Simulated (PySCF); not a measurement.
**M06-2X/def2-TZVPPD run of BF (SMILES [B]F)**

Aim: the energy change on altering one bond length of BF at M06-2X/def2-TZVPPD, from 2 runs. The job is set up through a Python script.

Program for the calculation: PySCF 2.14.0.

5 further runs of the same task are left out: 5 set aside as unsound or not needed.

## (1) The molecule

The species is BF (2 atoms), meant as a singlet with charge 0. SMILES: `[B]F`. Geometry: relaxed at GFN2-xTB.

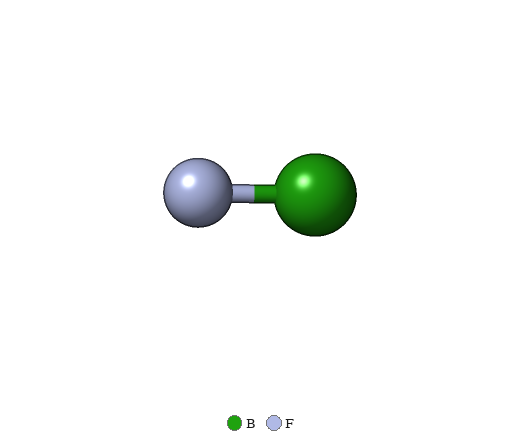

Viewed from a chosen angle; boron green, fluorine light blue.

## (2) A single-point energy at M06-2X/def2-TZVPPD

Contents of run.py:

```python
# 13768-60-0
from pyscf import gto, dft

system = gto.M(
    atom=[
    ('B', (0.000000, 0.000000, 0.000000)),
    ('F', (0.000000, 0.000000, 1.244390)),
],
    max_memory=1860,
    verbose=4,
    basis='def2-tzvppd',
    charge=0,
)

calc0 = dft.RKS(system)
calc0.xc = 'm06-2x'
calc0.grids.level = 5
calc0.conv_tol = 1e-10
calc0.kernel()
if not calc0.converged:
    calc0 = calc0.newton().run(calc0.mo_coeff, calc0.mo_occ)

e_tot = calc0.e_tot
print(f'total energy: {e_tot:.8f} hartree')
```

The run is started by

```console
OMP_NUM_THREADS=1 python run.py
```

Log:

```text
PySCF version 2.14.0

[INPUT] num. atoms = 2
[INPUT] num. electrons = 14
[INPUT] charge = 0
[INPUT] spin (= nelec alpha-beta = 2S) = 0
[INPUT] symmetry False subgroup None
[INPUT] Mole.unit = angstrom
[INPUT] Symbol           X                Y                Z      unit          X                Y                Z       unit  Magmom
[INPUT]  1 B      0.000000000000   0.000000000000   0.000000000000 AA    0.000000000000   0.000000000000   0.000000000000 Bohr   0.0
[INPUT]  2 F      0.000000000000   0.000000000000   1.244390000000 AA    0.000000000000   0.000000000000   2.351556292148 Bohr   0.0

nuclear repulsion = 19.1362631421017
number of shells = 27
number of NR pGTOs = 107
number of NR cGTOs = 77
basis = def2-tzvppd
ecp = {}

******** <class 'pyscf.dft.rks.RKS'> ********
method = RKS
initial guess = minao
damping factor = 0
level_shift factor = 0
DIIS = <class 'pyscf.scf.diis.CDIIS'>
diis_start_cycle = 1
diis_space = 8
diis_damp = 0
SCF conv_tol = 1e-10
SCF conv_tol_grad = None
SCF max_cycles = 50
direct_scf = True
direct_scf_tol = 1e-13
XC library pyscf.dft.libxc version 7.0.0
    S. Lehtola, C. Steigemann, M. J.T. Oliveira, and M. A.L. Marques.,  SoftwareX 7, 1–5 (2018)
XC functionals = m06-2x
    Y. Zhao and D. G. Truhlar.,  Theor. Chem. Acc. 120, 215 (2008)
    Y. Zhao and D. G. Truhlar.,  Theor. Chem. Acc. 120, 215 (2008)
radial grids:
    Treutler-Ahlrichs [JCP 102, 346 (1995); DOI:10.1063/1.469408] (M4) radial grids

becke partition: Becke, JCP 88, 2547 (1988); DOI:10.1063/1.454033
pruning grids: <function nwchem_prune>
grids dens level: 5
symmetrized grids: False
atomic radii adjust function: <function treutler_atomic_radii_adjust>
small_rho_cutoff = 0
Set gradient conv threshold to 1e-05
Initial guess from minao.
tot grids = 87040
init E= -124.7884581987
  HOMO = -0.288690384454906  LUMO = -0.0184245419989714  gap/eV = 7.35431
cycle= 1 E= -124.653733012143  delta_E= 0.135  |g|= 0.36  |ddm|= 0.971
  HOMO = -0.35367897567615  LUMO = -0.00745206816864897  gap/eV = 9.42131
cycle= 2 E= -124.645080938585  delta_E= 0.00865  |g|= 0.47  |ddm|= 0.352
  HOMO = -0.338103480106508  LUMO = -0.00293044454438186  gap/eV = 9.12052
cycle= 3 E= -124.676229560247  delta_E= -0.0311  |g|= 0.0144  |ddm|= 0.177
  HOMO = -0.33392569189278  LUMO = 0.000803471650490224  gap/eV = 9.10844
cycle= 4 E= -124.676284242681  delta_E= -5.47e-05  |g|= 0.00424  |ddm|= 0.0248
  HOMO = -0.334999419243527  LUMO = -9.77120121405969e-05  gap/eV = 9.11314
cycle= 5 E= -124.676288584044  delta_E= -4.34e-06  |g|= 0.000534  |ddm|= 0.00515
  HOMO = -0.334988805421823  LUMO = -0.000146847497376587  gap/eV = 9.11151
cycle= 6 E= -124.676288673047  delta_E= -8.9e-08  |g|= 0.000122  |ddm|= 0.00123
  HOMO = -0.335009129944808  LUMO = -0.000158686028102778  gap/eV = 9.11174
cycle= 7 E= -124.676288675718  delta_E= -2.67e-09  |g|= 9.63e-06  |ddm|= 0.000144
  HOMO = -0.335006738525902  LUMO = -0.000157213640386744  gap/eV = 9.11172
cycle= 8 E= -124.676288675748  delta_E= -3.02e-11  |g|= 2.58e-06  |ddm|= 1.38e-05
  HOMO = -0.33500760221547  LUMO = -0.000157774586357091  gap/eV = 9.11173
Extra cycle  E= -124.676288675749  delta_E= -5.4e-13  |g|= 2.24e-06  |ddm|= 4.14e-06
converged SCF energy = -124.676288675749
total energy: -124.67628868 hartree
```

Wall time 7.8 s (1 thread of Arm Neoverse V2, shared host); peak memory 0.4 GiB.

## (3) The distorted shape

Contents of job.py:

```python
from pyscf import gto, dft

system = gto.M(
    atom='''
B      0.000000     0.000000    -0.352642
F      0.000000     0.000000     2.351556
''',
    verbose=4,
    spin=0,
    basis='def2-tzvppd',
    max_memory=1860,
    unit='bohr',
)

calc0 = dft.RKS(system, xc='m06-2x')
calc0.conv_tol = 1e-10
calc0.grids.level = 5
calc0.kernel()
if not calc0.converged:
    calc0 = calc0.newton().run(calc0.mo_coeff, calc0.mo_occ)

etot = calc0.e_tot
print(f'total energy: {etot:.8f} hartree')
```

The run is started by

```console
OMP_NUM_THREADS=1 python job.py
```

Log:

```text
PySCF version 2.14.0

[INPUT] num. atoms = 2
[INPUT] num. electrons = 14
[INPUT] charge = 0
[INPUT] spin (= nelec alpha-beta = 2S) = 0
[INPUT] symmetry False subgroup None
[INPUT] Mole.unit = bohr
[INPUT] Symbol           X                Y                Z      unit          X                Y                Z       unit  Magmom
[INPUT]  1 B      0.000000000000   0.000000000000  -0.186610110013 AA    0.000000000000   0.000000000000  -0.352642000000 Bohr   0.0
[INPUT]  2 F      0.000000000000   0.000000000000   1.244389845402 AA    0.000000000000   0.000000000000   2.351556000000 Bohr   0.0

nuclear repulsion = 16.6407933146907
number of shells = 27
number of NR pGTOs = 107
number of NR cGTOs = 77
basis = def2-tzvppd
ecp = {}

******** <class 'pyscf.dft.rks.RKS'> ********
method = RKS
initial guess = minao
damping factor = 0
level_shift factor = 0
DIIS = <class 'pyscf.scf.diis.CDIIS'>
diis_start_cycle = 1
diis_space = 8
diis_damp = 0
SCF conv_tol = 1e-10
SCF conv_tol_grad = None
SCF max_cycles = 50
direct_scf = True
direct_scf_tol = 1e-13
XC library pyscf.dft.libxc version 7.0.0
    S. Lehtola, C. Steigemann, M. J.T. Oliveira, and M. A.L. Marques.,  SoftwareX 7, 1–5 (2018)
XC functionals = m06-2x
    Y. Zhao and D. G. Truhlar.,  Theor. Chem. Acc. 120, 215 (2008)
    Y. Zhao and D. G. Truhlar.,  Theor. Chem. Acc. 120, 215 (2008)
radial grids:
    Treutler-Ahlrichs [JCP 102, 346 (1995); DOI:10.1063/1.469408] (M4) radial grids

becke partition: Becke, JCP 88, 2547 (1988); DOI:10.1063/1.454033
pruning grids: <function nwchem_prune>
grids dens level: 5
symmetrized grids: False
atomic radii adjust function: <function treutler_atomic_radii_adjust>
small_rho_cutoff = 0
Set gradient conv threshold to 1e-05
[... 1 set-up line as earlier in the session ...]
tot grids = 87040
init E= -124.556419514507
  HOMO = -0.297610861226833  LUMO = -0.0318300759644411  gap/eV = 7.23226
cycle= 1 E= -124.613844015973  delta_E= -0.0574  |g|= 0.465  |ddm|= 0.862
  HOMO = -0.380546334960581  LUMO = -0.0513446172240115  gap/eV = 8.95804
cycle= 2 E= -124.568662252173  delta_E= 0.0452  |g|= 0.761  |ddm|= 0.547
  HOMO = -0.366827842890125  LUMO = -0.0380211423447365  gap/eV = 8.94729
cycle= 3 E= -124.65756556771  delta_E= -0.0889  |g|= 0.0222  |ddm|= 0.284
  HOMO = -0.35755714212803  LUMO = -0.0291261152714851  gap/eV = 8.93706
cycle= 4 E= -124.657694435048  delta_E= -0.000129  |g|= 0.00539  |ddm|= 0.0348
  HOMO = -0.358155870776596  LUMO = -0.0297400515535617  gap/eV = 8.93665
cycle= 5 E= -124.657702277686  delta_E= -7.84e-06  |g|= 0.00112  |ddm|= 0.00915
  HOMO = -0.358262561929383  LUMO = -0.0299218239426521  gap/eV = 8.93461
cycle= 6 E= -124.657702616963  delta_E= -3.39e-07  |g|= 0.0003  |ddm|= 0.00243
  HOMO = -0.358271723420561  LUMO = -0.0299361461314048  gap/eV = 8.93447
cycle= 7 E= -124.657702637615  delta_E= -2.07e-08  |g|= 2.93e-05  |ddm|= 0.000489
  HOMO = -0.358279220664841  LUMO = -0.0299429315853536  gap/eV = 8.93449
cycle= 8 E= -124.657702637965  delta_E= -3.5e-10  |g|= 4.61e-06  |ddm|= 5.11e-05
  HOMO = -0.358278413972009  LUMO = -0.0299425845695001  gap/eV = 8.93447
cycle= 9 E= -124.657702637977  delta_E= -1.18e-11  |g|= 8.19e-07  |ddm|= 1.01e-05
  HOMO = -0.358278509366112  LUMO = -0.0299426285646256  gap/eV = 8.93447
Extra cycle  E= -124.657702637977  delta_E= 3.98e-13  |g|= 1.02e-06  |ddm|= 9.76e-07
converged SCF energy = -124.657702637977
total energy: -124.65770264 hartree
```

Wall time 8.1 s (1 thread of Arm Neoverse V2, shared host); peak memory 0.39 GiB.

## (4) Summary of results

At M06-2X/def2-TZVPPD:

```
                                                         quantity          value
                                        first shape: total energy  -124.67629 Eh
                                       first shape: dipole moment         0.97 D
                                         first shape: HOMO energy       -9.12 eV
                                         first shape: LUMO energy        0.00 eV
                                       first shape: HOMO–LUMO gap        9.11 eV
                                    distorted shape: total energy  -124.65770 Eh
                                   distorted shape: dipole moment         0.11 D
                                     distorted shape: HOMO energy       -9.75 eV
                                     distorted shape: LUMO energy       -0.81 eV
                                   distorted shape: HOMO–LUMO gap        8.93 eV
energy change with the B1–F2 bond stretched from 1.244 to 1.431 Å       0.506 eV
```

What this shows: With the B1–F2 bond stretched from 1.244 to 1.431 Å the energy rises by 0.51 eV (48.8 kJ/mol). The first shape isn't relaxed at this level, so the change isn't measured from a minimum.
